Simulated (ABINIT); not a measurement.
# Quasiparticle gap of CaAlSiH (P3m1) in ABINIT

Wanted: ground state, empty states, screening and self-energy for CaAlSiH (P3m1).

Program: ABINIT 10.8.3. Level of theory: PBEsol and many-body steps on it, plane waves. Results are calculated unless marked as measured.

**1. Set-up**

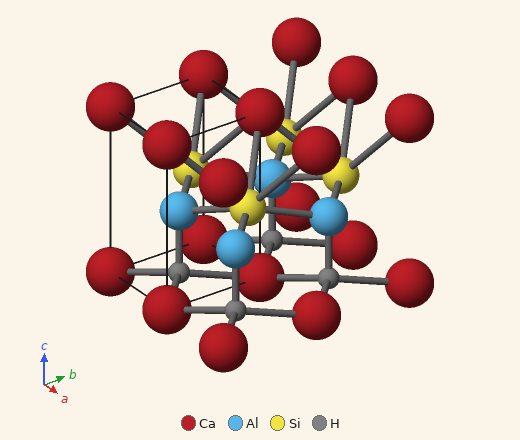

Start, viewed slightly off an axis; calcium red, aluminium blue, silicon yellow, hydrogen grey. 2×2×1 cells are drawn. Bonds to atoms that aren't drawn are left out. Some periodic images of atoms are drawn too.

The cell and positions are those that the Materials Project relaxed with its own functionals (PBE, PBE+U or r2SCAN), kept fixed.

**2. Ground state**

This step: ABINIT 10.8.3; DFT, PBEsol, plane waves, norm-conserving pseudopotentials.

The ground-state density comes first.

File run.abi:

```
acell 3*1.0 Angstrom
rprim 
  4.143280229474 0.000000000031 0.000000000000
  -2.071640114764 3.588185933707 0.000000000000
  0.000000000000 0.000000000000 4.698226000000
ntypat 4
znucl 20 13 14 1
natom 4
typat 1 2 3 4
xred 
  0.000000000000 0.000000000000 0.999921000000
  0.666666666667 0.333333333333 0.457112000000
  0.333333333333 0.666666666667 0.565892000000
  0.666666666667 0.333333333333 0.083775000000
pp_dirpath "pseudos"
pseudos "Ca.upf, Al.upf, Si.upf, H.upf"
ecut 32
ngkpt 6 6 4
nshiftk 1
shiftk 0 0 0
kptopt 1
chksymbreak 0
nband 15
occopt 1
tolvrs 1e-10
nstep 60
prtwf 0
optforces 0
optstress 0
indata_prefix "in"
outdata_prefix "out"
tmpdata_prefix "tmp"
```

Started as:

```
$ OMP_NUM_THREADS=1 mpirun -n 4 abinit run.abi > log
```

Numbers of over 12 decimals in the logs are rounded to 6 here.

The program printed:

```text
.Version 10.8.3 of ABINIT. v10.8.2 released Aug 2026.

 Symmetries : space group P3 m 1 (#156); Bravais hP (primitive hexag.)
================================================================================
 Values of the parameters that define the memory need of the present run
     intxc =       0    ionmov =       0      iscf =       7    lmnmax =       6
     lnmax =       6     mgfft =      48  mpssoang =       3    mqgrid =    3001
     natom =       4  nloc_mem =       1    nspden =       1   nspinor =       1
    nsppol =       1      nsym =       6    n1xccc =    2501    ntypat =       4
    occopt =       1   xclevel =       2
-    mband =          15        mffmem =           1         mkmem =           6
       mpw =        4092          nfft =       76800          nkpt =          24
================================================================================
  Rough estimation (10% accuracy) of disk space for files :
================================================================================

--------------------------------------------------------------------------------
------------- Echo of variables that govern the present computation ------------
--------------------------------------------------------------------------------
 -outvars: echo values of preprocessed input variables --------
            acell      1.8897261259E+00  1.8897261259E+00  1.8897261259E+00 Bohr

      chksymbreak           0
             ecut      3.20000000E+01 Hartree
-          fftalg         312

              ixc     -116133
              kpt      0.00000000E+00  0.00000000E+00  0.00000000E+00
                       1.66666667E-01  0.00000000E+00  0.00000000E+00
                       3.33333333E-01  0.00000000E+00  0.00000000E+00
                       5.00000000E-01  0.00000000E+00  0.00000000E+00
                       1.66666667E-01  1.66666667E-01  0.00000000E+00
                       3.33333333E-01  1.66666667E-01  0.00000000E+00
                       3.33333333E-01  3.33333333E-01  0.00000000E+00
                       0.00000000E+00  0.00000000E+00  2.50000000E-01
                       1.66666667E-01  0.00000000E+00  2.50000000E-01
   [... 13 further rows ...]
                       3.33333333E-01  1.66666667E-01  5.00000000E-01
                       3.33333333E-01  3.33333333E-01  5.00000000E-01
         kptrlatt        6    0    0      0    6    0      0    0    4
          kptrlen      3.55134417E+01
P           mkmem           6
            natom           4
            nband          15
            ngfft          40      40      48
             nkpt          24
            nstep          60
             nsym           6
           ntypat           4
              occ      2.000000  2.000000  2.000000  2.000000  2.000000  2.000000
                       2.000000  2.000000  2.000000  0.000000  0.000000  0.000000
[...]
optforces           0
        optstress           0
            prtwf           0
            rprim      4.1432802295E+00  3.1000000000E-11  0.0000000000E+00
[...]
spgroup         156

           tolvrs      1.00000000E-10

             xred      0.0000000000E+00  0.0000000000E+00  9.9992100000E-01
[...]
znucl       20.00000   13.00000   14.00000    1.00000

================================================================================

 chkinp: Checking input parameters for consistency.

================================================================================
== DATASET  1 ==================================================================
-   mpi_nproc: 4, omp_nthreads: 1 (-1 if OMP is not activated)

--- !DatasetInfo
iteration_state: {dtset: 1, }
dimensions: {natom: 4, nkpt: 24, mband: 15, nsppol: 1, nspinor: 1, nspden: 1, mpw: 4092, }
cutoff_energies: {ecut:  32.0, pawecutdg:  -1.0, }
electrons: {nelect:   1.80000000E+01, charge:   0.00000000E+00, occopt:   1.00000000E+00, tsmear:   1.00000000E-02, }

 Real(R)+Recip(G) space primitive vectors, cartesian coordinates (Bohr,Bohr^-1):
 R(1)=  7.8296649  0.0000000  0.0000000  G(1)=  0.1277194  0.0737388  0.0000000
 R(2)= -3.9148324  6.7806887  0.0000000  G(2)=  0.0000000  0.1474776  0.0000000
 R(3)=  0.0000000  0.0000000  8.8783604  G(3)=  0.0000000  0.0000000  0.1126334
 Unit cell volume ucvol=  4.7135677E+02 bohr^3
 Angles (23,13,12)=  9.00000000E+01  9.00000000E+01  1.20000000E+02 degrees

 getcut: wavevector=  0.0000  0.0000  0.0000  ngfft=  40  40  48
         ecut(hartree)=     32.000   => boxcut(ratio)=   2.00621

--- Pseudopotential description ------------------------------------------------
- Ca Generated using ONCVPSP code by D. R. Hamann
- 20.00000  10.00000  180301                  znucl, zion, pspdat
12 -116133 2 -1 1746                          pspcod,pspxc,lmax,lloc,mmax
     nproj     2     2     2
  pspatm : epsatm=   12.46101000
         --- l  ekb(1:nproj) -->
[...]
pspatm: atomic psp has been read  and splines computed

- Al Generated using ONCVPSP code by D. R. Hamann
- 13.00000   3.00000  180301                  znucl, zion, pspdat
12 -116133 2 -1 1876                          pspcod,pspxc,lmax,lloc,mmax
     nproj     2     2     2
  pspatm : epsatm=    0.68509285
         --- l  ekb(1:nproj) -->
[...]
pspatm: atomic psp has been read  and splines computed

- Si Generated using ONCVPSP code by D. R. Hamann
- 14.00000   4.00000  180301                  znucl, zion, pspdat
12 -116133 2 -1 1510                          pspcod,pspxc,lmax,lloc,mmax
     nproj     2     2     2
  pspatm : epsatm=    7.86468660
         --- l  ekb(1:nproj) -->
[...]
pspatm: atomic psp has been read  and splines computed

- H Generated using ONCVPSP code by D. R. Hamann
-  1.00000   1.00000  180301                  znucl, zion, pspdat
12 -116133 1 -1 1180                          pspcod,pspxc,lmax,lloc,mmax
     nproj     2     1     0
  pspatm : epsatm=    0.35585368
         --- l  ekb(1:nproj) -->
[...]
1   -0.494138
 pspatm: atomic psp has been read  and splines computed

   3.84599576E+02                                ecore*ucvol(ha*bohr**3)
--------------------------------------------------------------------------------

_setup2: Arith. and geom. avg. npw (full set) are    4075.465    4075.454

================================================================================

--- !BeginCycle
iteration_state: {dtset: 1, }
solver: {iscf: 7, nstep: 60, nline: 4, wfoptalg: 0, }
tolerances: {tolvrs: 1.00E-10, }

     iter   Etot(hartree)      deltaE(h)  residm     vres2
 ETOT  1  -45.791402271705    -4.579E+01 4.485E-02 8.032E+01
 ETOT  2  -45.828528318452    -3.713E-02 1.307E-01 8.945E+00
 ETOT  3  -45.829625889325    -1.098E-03 1.448E-02 2.704E-01
 ETOT  4  -45.829653299248    -2.741E-05 5.334E-03 1.492E-02
 ETOT  5  -45.829654787501    -1.488E-06 1.891E-03 6.191E-04
 ETOT  6  -45.829654891652    -1.042E-07 2.235E-03 4.361E-05
 ETOT  7  -45.829654898889    -7.236E-09 3.280E-03 2.006E-06
 ETOT  8  -45.829654899539    -6.500E-10 2.045E-03 1.124E-07
 ETOT  9  -45.829654899570    -3.123E-11 2.308E-03 6.071E-09
 ETOT 10  -45.829654899573    -3.205E-12 7.672E-04 4.680E-10
 ETOT 11  -45.829654899574    -7.532E-13 6.192E-04 6.147E-12

 At SCF step   11       vres2   =  6.15E-12 < tolvrs=  1.00E-10 =>converged.

--- !ResultsGS
iteration_state: {dtset: 1, }
comment   : Summary of ground state results
lattice_vectors:
- [  7.8296649,   0.0000000,   0.0000000, ]
- [ -3.9148324,   6.7806887,   0.0000000, ]
- [  0.0000000,   0.0000000,   8.8783604, ]
lattice_lengths: [   7.82966,    7.82966,    8.87836, ]
lattice_angles: [ 90.000,  90.000, 120.000, ] # degrees, (23, 13, 12)
lattice_volume:   4.7135677E+02
convergence: {deltae: -7.532E-13, res2:  6.147E-12, residm:  6.192E-04, diffor:  0.000E+00, }
etotal    :  -4.58296549E+01
entropy   :   0.00000000E+00
fermie    :   2.06185172E-01
cartesian_stress_tensor: null
pressure_GPa: null
xred      :
- [  0.0000E+00,   0.0000E+00,   9.9992E-01, Ca]
- [  6.6667E-01,   3.3333E-01,   4.5711E-01, Al]
- [  3.3333E-01,   6.6667E-01,   5.6589E-01, Si]
- [  6.6667E-01,   3.3333E-01,   8.3775E-02,  H]
cartesian_forces: null
force_length_stats: {min: null, max: null, mean: null, }

 Integrated electronic density in atomic spheres:
 ------------------------------------------------
 Atom  Sphere_radius  Integrated_density
[...]
4        2.00000          1.35752497
================================================================================

 ----iterations are completed or convergence reached----

 Mean square residual over all n,k,spin=   53.446E-07; max=  61.922E-05
 reduced coordinates (array xred) for    4 atoms
       0.000000000000      0.000000000000      0.999921000000
       0.666666666667      0.333333333333      0.457112000000
       0.333333333333      0.666666666667      0.565892000000
       0.666666666667      0.333333333333      0.083775000000
 rms dE/dt=  0.0000E+00; max dE/dt=  0.0000E+00; dE/dt below (all hartree)
    1       0.000000000000      0.000000000000      0.000000000000
    2       0.000000000000      0.000000000000      0.000000000000
    3       0.000000000000      0.000000000000      0.000000000000
    4       0.000000000000      0.000000000000      0.000000000000

 cartesian coordinates (angstrom) at end:
    1      0.000000     0.000000     4.697855
    2      2.071640     1.196062     2.147615
    3     -1.8e-11     2.392124     2.658689
    4      2.071640     1.196062     0.393594
 length scales=  1.889726125908  1.889726125908  1.889726125908 bohr
              =  1.000000000000  1.000000000000  1.000000000000 angstroms
 prteigrs : about to open file out_EIG
 Fermi (or HOMO) energy (hartree) =   0.20619   Average Vxc (hartree)=  -0.34645
 Eigenvalues (hartree) for nkpt=  24  k points:
 kpt#   1, nband= 15, wtk=  0.00694, kpt=  0.0000  0.0000  0.0000 (reduced coord)
  -1.30183   -0.60884   -0.60529   -0.60529   -0.16054    0.03870    0.13458    0.17197
   0.17197    0.25991    0.29923    0.29923    0.33070    0.33117    0.34895
 prteigrs : prtvol=0 or 1, do not print more k-points.

--- !EnergyTerms
iteration_state     : {dtset: 1, }
comment             : Components of total free energy in Hartree
kinetic             :  1.61805885062146E+01
hartree             :  9.93630439637124E+00
xc                  : -1.02338008611574E+01
Ewald energy        : -3.07918301066629E+01
psp_core            :  8.15941548547503E-01
local_psp           : -3.58805754062280E+01
non_local_psp       :  4.14371702334126E+00
total_energy        : -4.58296548995738E+01
total_energy_eV     : -1.24708844099232E+03
band_energy         : -5.75579115507406E+00

== END DATASET(S) ==============================================================
================================================================================

 -outvars: echo values of variables after computation  --------
           etotal     -4.5829654900E+01
            nband          15
             nkpt          24
          spgroup         156
 [... the other variables as echoed above ...]

 Calculation completed.
```

Run time: 14 s. Hardware: 4 MPI ranks of Arm Neoverse V2, shared host; peak memory 0.36 GiB.

Numbers from this step:

```yaml
total_energy: -1247.0884 eV
gap: 0.2893 eV
k_of_the_valence_top: 0, 0, 0.5
k_of_the_conduction_bottom: 0.5, 0, 0
least_direct_gap: 1.214 eV
```

The gap is indirect, with the least direct gap 0.93 eV higher.

**3. Empty states on the mesh, 3×3×4 mesh, 59 bands**

The sums over transitions need many empty states on a uniform mesh; this step solves for them.

Edit run.abi of step 2 so:

```diff
@@ -17,3 +17,3 @@
 ecut 32
-ngkpt 6 6 4
+ngkpt 3 3 4
 nshiftk 1
@@ -22,9 +22,10 @@
 chksymbreak 0
-nband 15
-occopt 1
-tolvrs 1e-10
+iscf -2
+irdden 1
+istwfk *1
+nband 59
+nbdbuf 4
+tolwfr 1e-09
 nstep 60
-prtwf 0
-optforces 0
-optstress 0
+prtvol 0
 indata_prefix "in"
```

The program printed:

```text
.Version 10.8.3 of ABINIT. v10.8.2 released Aug 2026.

 Symmetries : space group P3 m 1 (#156); Bravais hP (primitive hexag.)
[... echo of the input left out ...]
== DATASET  1 ==================================================================
-   mpi_nproc: 4, omp_nthreads: 1 (-1 if OMP is not activated)

--- !DatasetInfo
iteration_state: {dtset: 1, }
dimensions: {natom: 4, nkpt: 10, mband: 59, nsppol: 1, nspinor: 1, nspden: 1, mpw: 4092, }
cutoff_energies: {ecut:  32.0, pawecutdg:  -1.0, }
electrons: {nelect:   1.80000000E+01, charge:   0.00000000E+00, occopt:   1.00000000E+00, tsmear:   1.00000000E-02, }

 Real(R)+Recip(G) space primitive vectors, cartesian coordinates (Bohr,Bohr^-1):
 R(1)=  7.8296649  0.0000000  0.0000000  G(1)=  0.1277194  0.0737388  0.0000000
 R(2)= -3.9148324  6.7806887  0.0000000  G(2)=  0.0000000  0.1474776  0.0000000
 R(3)=  0.0000000  0.0000000  8.8783604  G(3)=  0.0000000  0.0000000  0.1126334
 Unit cell volume ucvol=  4.7135677E+02 bohr^3
 Angles (23,13,12)=  9.00000000E+01  9.00000000E+01  1.20000000E+02 degrees

 getcut: wavevector=  0.0000  0.0000  0.0000  ngfft=  40  40  48
         ecut(hartree)=     32.000   => boxcut(ratio)=   2.00621

--- Pseudopotential description ------------------------------------------------
- Ca Generated using ONCVPSP code by D. R. Hamann
- 20.00000  10.00000  180301                  znucl, zion, pspdat
12 -116133 2 -1 1746                          pspcod,pspxc,lmax,lloc,mmax
     nproj     2     2     2
  pspatm : epsatm=   12.46101000
         --- l  ekb(1:nproj) -->
             0   10.054847    0.973777
             1    2.998958    0.458102
             2   -3.447298   -1.091650
 pspatm: atomic psp has been read  and splines computed

- Al Generated using ONCVPSP code by D. R. Hamann
- 13.00000   3.00000  180301                  znucl, zion, pspdat
12 -116133 2 -1 1876                          pspcod,pspxc,lmax,lloc,mmax
     nproj     2     2     2
  pspatm : epsatm=    0.68509285
         --- l  ekb(1:nproj) -->
[...]
pspatm: atomic psp has been read  and splines computed

- Si Generated using ONCVPSP code by D. R. Hamann
- 14.00000   4.00000  180301                  znucl, zion, pspdat
12 -116133 2 -1 1510                          pspcod,pspxc,lmax,lloc,mmax
     nproj     2     2     2
  pspatm : epsatm=    7.86468660
         --- l  ekb(1:nproj) -->
[...]
pspatm: atomic psp has been read  and splines computed

- H Generated using ONCVPSP code by D. R. Hamann
-  1.00000   1.00000  180301                  znucl, zion, pspdat
12 -116133 1 -1 1180                          pspcod,pspxc,lmax,lloc,mmax
     nproj     2     1     0
  pspatm : epsatm=    0.35585368
         --- l  ekb(1:nproj) -->
[...]
1   -0.494138
 pspatm: atomic psp has been read  and splines computed

[...]
prteigrs : about to open file out_EIG
 Non-SCF case, kpt    1 (  0.00000  0.00000  0.00000), residuals and eigenvalues=
  5.15E-10  2.24E-10  2.78E-10  9.17E-10  2.38E-10  8.35E-10  4.14E-10  4.06E-10
  6.38E-10  2.48E-10  3.17E-10  7.18E-10  3.06E-10  6.21E-10  2.72E-10  3.67E-10
  1.67E-10  4.42E-10  2.01E-10  3.02E-10  8.46E-10  6.14E-10  3.06E-10  8.05E-10
[...]
-1.3018E+00 -6.0884E-01 -6.0529E-01 -6.0529E-01 -1.6054E-01  3.8705E-02
  1.3458E-01  1.7197E-01  1.7197E-01  2.5991E-01  2.9923E-01  2.9923E-01
  3.3064E-01  3.3064E-01  3.4894E-01  3.4894E-01  3.5412E-01  4.2264E-01
[...]
1.1791E+00  1.2414E+00  1.2414E+00  1.2938E+00  1.3221E+00  1.3292E+00
  1.3292E+00  1.3716E+00  1.3716E+00  1.3855E+00  1.3855E+00  1.4264E+00
  1.4296E+00  1.4387E+00  1.4594E+00  1.4594E+00  1.4730E+00
 prteigrs : prtvol=0 or 1, do not print more k-points.

--- !ResultsGS
iteration_state: {dtset: 1, }
comment   : Summary of ground state results
lattice_vectors:
- [  7.8296649,   0.0000000,   0.0000000, ]
- [ -3.9148324,   6.7806887,   0.0000000, ]
- [  0.0000000,   0.0000000,   8.8783604, ]
lattice_lengths: [   7.82966,    7.82966,    8.87836, ]
lattice_angles: [ 90.000,  90.000, 120.000, ] # degrees, (23, 13, 12)
lattice_volume:   4.7135677E+02
convergence: {deltae:  0.000E+00, res2:  0.000E+00, residm:  9.982E-10, diffor:  0.000E+00, }
etotal    :  -4.58296549E+01
entropy   :   0.00000000E+00
fermie    :   2.06185172E-01
cartesian_stress_tensor: null
pressure_GPa: null
xred      :
- [  0.0000E+00,   0.0000E+00,   9.9992E-01, Ca]
- [  6.6667E-01,   3.3333E-01,   4.5711E-01, Al]
- [  3.3333E-01,   6.6667E-01,   5.6589E-01, Si]
- [  6.6667E-01,   3.3333E-01,   8.3775E-02,  H]
cartesian_forces: null
force_length_stats: {min: null, max: null, mean: null, }

 Integrated electronic density in atomic spheres:
 ------------------------------------------------
 Atom  Sphere_radius  Integrated_density
[...]
================================================================================

 ----iterations are completed or convergence reached----

 Mean square residual over all n,k,spin=   54.292E-11; max=  99.821E-11
 reduced coordinates (array xred) for    4 atoms
[...]
0.666666666667      0.333333333333      0.083775000000

 cartesian coordinates (angstrom) at end:
    1      0.000000     0.000000     4.697855
    2      2.071640     1.196062     2.147615
    3     -1.8e-11     2.392124     2.658689
    4      2.071640     1.196062     0.393594
 length scales=  1.889726125908  1.889726125908  1.889726125908 bohr
              =  1.000000000000  1.000000000000  1.000000000000 angstroms
 prteigrs : about to open file out_EIG
 Eigenvalues (hartree) for nkpt=  10  k points:
 kpt#   1, nband= 59, wtk=  0.02778, kpt=  0.0000  0.0000  0.0000 (reduced coord)
[...]
1.15543    1.17911    1.17911    1.24139    1.24139    1.29381    1.32209    1.32922
   1.32922    1.37155    1.37155    1.38546    1.38546    1.42644    1.42958    1.43871
   1.45941    1.45944    1.47302
 prteigrs : prtvol=0 or 1, do not print more k-points.

== END DATASET(S) ==============================================================
================================================================================

 -outvars: echo values of variables after computation  --------
            nband          59
             nkpt          10
          spgroup         156
 [... the other variables as echoed above ...]

 Calculation completed.
```

The job ended after 18 s (4 MPI ranks; peak memory 0.35 GiB; 74 s of CPU time).

Numbers from this step:

```yaml
gap: 0.5728 eV
k_of_the_valence_top: 0, 0, 0.5
k_of_the_conduction_bottom: -0.3333, 0, 0.25
least_direct_gap: 1.364 eV
k_points_computed: 10
lowest_point_of_the_top_converged_band_above_the_valence_top: 33.24 eV
```

On this mesh the gap is 0.573 eV. The earlier step found 0.289 eV, so this mesh misses an edge.

(Part 1 of 2 ends here.)

[Paths, hosts, dates, memory and timing lines, banners, echoed tables and standing remarks are left out of the program output.]

[Logs are printed without paths, hosts, clocks, repeated set-up lines and the standing remarks that a program may print on its own settings, such as how far it seeks lower states.]

[Runs of the session that timed out or met a known fault of the program may be left out.]

[Hosts, paths, dates, database ids (printed as entryN), source tags and the programs' standing remarks are cut or masked in the printed files.]

[G0W0 gaps are taken among the corrected bands and points alone; a level outside them can change the order at an edge.]

[Where Ansatz stands beside ABINIT at settings called matched, ABINIT's density can come from a denser mesh and the files from another edition; pairs whose starting gaps differed by over 0.03 eV were left out, so agreement reads better than it is.]
